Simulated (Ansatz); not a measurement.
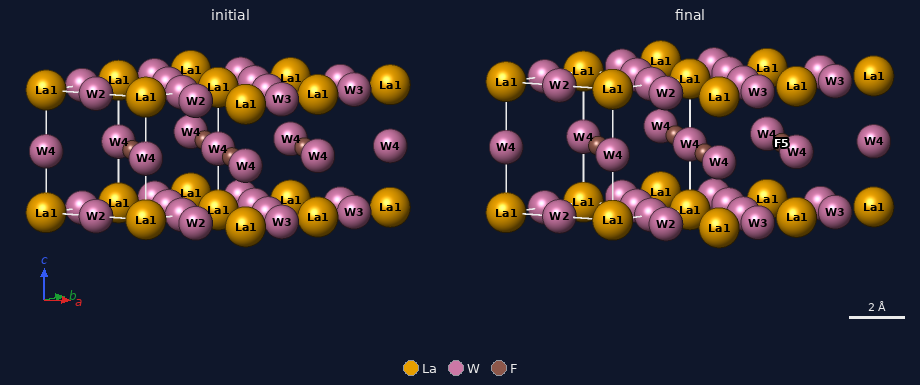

The structure of solid LaW₃F (a generated structure, set up in Pm-3m) (coarse preliminary run) before (left) and after (right) a relaxation, at one scale.

A ball-and-stick model of the cell of the calculation, repeated 2 × 2 × 1 with one cell outlined, seen from a free direction.

Computed with DFT PBE, scalar-relativistic, plane waves, PAW (Ansatz 0.2.0).

Input file:
```yaml
crystal:
  lattice:
    - [4.55597068, 0.0, 0.0]
    - [0.0, 4.55597068, 0.0]
    - [0.0, 0.0, 4.55597068]
  atoms:
    - { symbol: La, position: [0.0, 0.0, 0.0] }
    - { symbol: W, position: [0.5, 0.0, 0.0] }
    - { symbol: W, position: [0.0, 0.5, 0.0] }
    - { symbol: W, position: [0.0, 0.0, 0.5] }
    - { symbol: F, position: [0.5, 0.5, 0.5] }
basis:
  ecutwfc: 420
kpoints:
  mp_grid: { grid: [4, 4, 4] }
hamiltonian:
  xc: pbe
scf:
  occupations: { method: gaussian, width: 0.1 }
  lower_state_search: "off"
output:
  forces: true
  stress: true
  eigenvalues: true
relax:
  adjacent_minimum: "off"
  f_tol: 0.04
  max_steps: 70
  cell: { stress_tol: 0.4 }
```

Run as
```bash
ansatz run input.yaml --threads 1 --pin off --max-ram 2048MiB --backend cpu --events-out ev --progress --plain --runs-dir out
```

What changed between the two?

Over 4 accepted moves (6 points after the start) the energy falls by 247 meV per atom. All forces vanish by symmetry, so only the cell relaxes. The pressure goes from 24.09 to 0.07 GPa. The SCF was repeated twice at an unchanged geometry on a basis and grid sized afresh for the cell, which shifted the energy by 11.1 meV per atom at most. No atom moves by more than 0.005 Å relative to the cell. The volume changes by +22.0 %, with a = b = c 4.556 → 4.868 Å (+6.8 %). Some distances before and after: W2–W3 3.222 → 3.442 Å, La1–W2 2.278 → 2.434 Å. The space group stays Pm-3m (No. 221).
